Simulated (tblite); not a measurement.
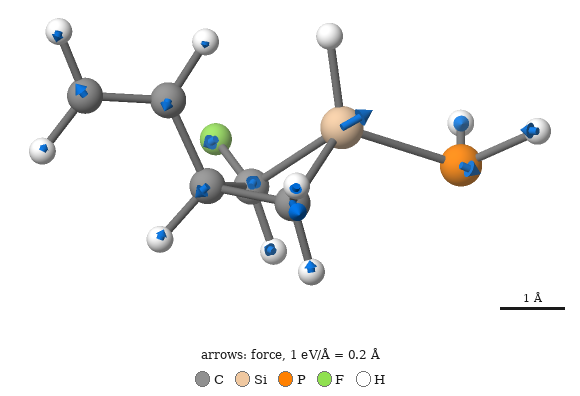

Starting geometry of C5H10FPSi with the computed forces as blue arrows. A ball-and-stick model, seen at a tilt.

Method: GFN2-xTB geometry optimisation, gas phase (tblite 0.8.0). 

Is this structure relaxed? If not, where do the atoms go?

Answer. It isn't relaxed: the largest force vector, on a C atom, is 4.58 eV/Å. The final displacements have little in common with the starting forces (cosine between the two patterns 0.22). The energy falls by 1.578 eV in 97 geometry steps. An H atom moves most after the best rigid fit: 0.79 Å. Largest moves by element: H 0.79 Å, P 0.60 Å, F 0.59 Å, C 0.41 Å, Si 0.32 Å. Among the contacts that change: C–Si 2.860 → 3.350 Å, C–Si 1.827 → 1.916 Å, H–P 1.467 → 1.385 Å, C–Si 1.875 → 1.931 Å. Among the angles between lasting bonds that change: Si–P–H 112.7° → 94.3°, Si–P–H 106.5° → 94.4°, H–P–H 104.3° → 92.6°. Groups turn about C–C by about 25°, C–Si by about 25°, C–C by about 25°.
